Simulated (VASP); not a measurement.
Band structure of HgTe (zinc blende). Method: PBEsol GGA with spin-orbit coupling, VASP's PBE PAW potentials (set 64) (plane waves; VASP 6.6.1).

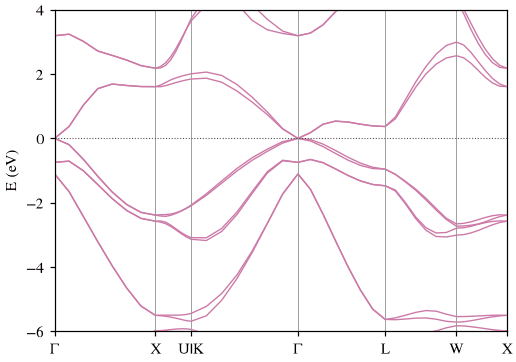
*Bands along high-symmetry lines, zero at the valence-band maximum or, without a gap, the Fermi level*

Read the plot: is there a gap, and where are the band edges?

It has no gap at this level: it comes out as a metal or semimetal.

The compound is HgTe in the zinc blende structure. It was relaxed first.
